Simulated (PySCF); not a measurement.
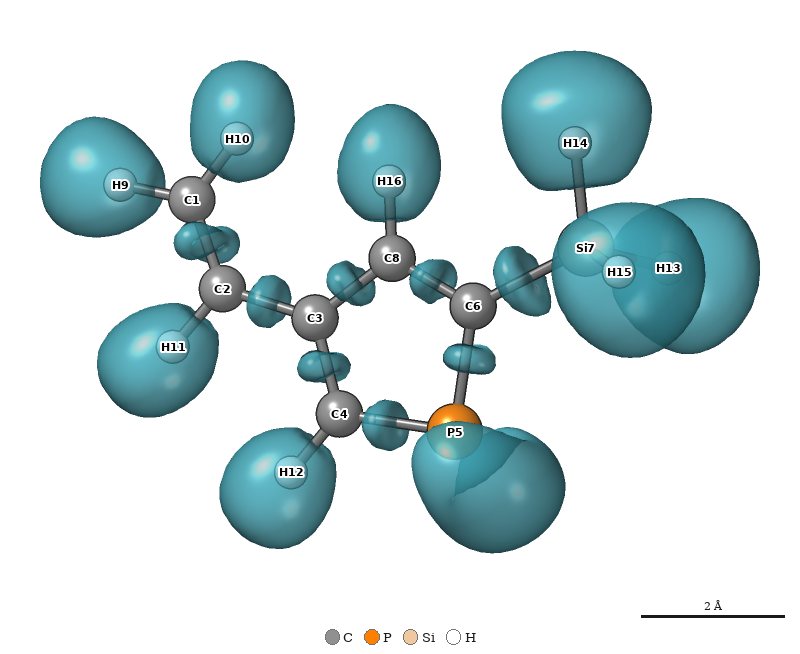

*C₆H₈PSi (SMILES C=Cc1c[p-]c([SiH3])c1) (charge −1). Isosurface of the ELF at 0.85 (cyan), seen at an oblique angle. Only the valence region is drawn (cores and ρ < 0.01 e/Å³ removed).*

Geometry: GFN2-xTB.

Level of theory: PBE0/pcSseg-1, SCF density, gas phase, non-relativistic (PySCF 2.14.0).

```xyz
16

C    -2.6926    1.0644   -0.8012
C    -2.3021    0.0227   -0.0590
C    -0.9578   -0.3914    0.2195
C    -0.6656   -1.5105    1.0100
P     1.0234   -1.8069    1.2096
C     1.3855   -0.3844    0.2018
Si    3.0933    0.1950   -0.2085
C     0.2226    0.2282   -0.2271
H    -3.7368    1.2977   -0.9507
H    -1.9870    1.7196   -1.2844
H    -3.0730   -0.5955    0.3978
H    -1.4229   -2.1395    1.4611
H     3.8906   -0.7413   -1.0300
H     3.0383    1.4510   -0.9859
H     3.9431    0.4883    0.9641
H     0.2334    1.1116   -0.8516
```

Question: Describe the localisation domains.

Answer: The ELF exceeds this value in five regions between bonded C–C atoms (shared pairs), two regions between bonded C–P atoms (shared pairs), one region between bonded C–Si atoms (shared pairs), eight regions around hydrogen nuclei and one lobe on P, pointing away from the bonds (lone pairs). Along the contacts the grid gives the following. C–C (1.34 Å): the ELF peaks at about 0.95 between the atoms (a multiple bond). C–P (1.73 Å): the ELF peaks at about 0.95 between the atoms: a covalent bond.
